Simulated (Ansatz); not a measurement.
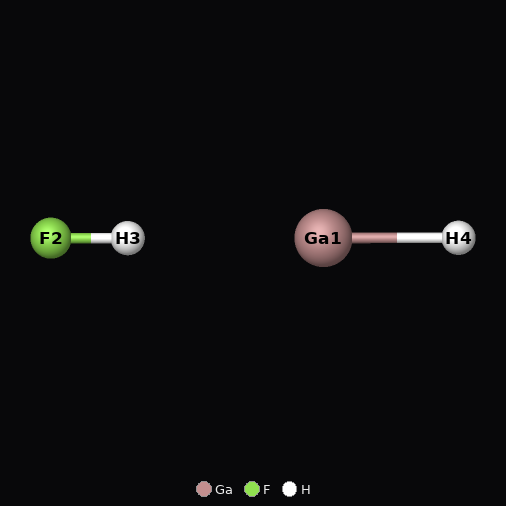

Harmonic vibrations computed with RKS PBE0-D4/def2-TZVP (Ansatz 0.2.0) at a stationary point of the same level.

Minimum or transition state?

Answer. A minimum: no imaginary frequency, and the lowest mode lies at 130 cm⁻¹.

List the wavenumbers.

Answer. 7 modes: 130, 130, 131, 492, 492, 1698, 3721 cm⁻¹.
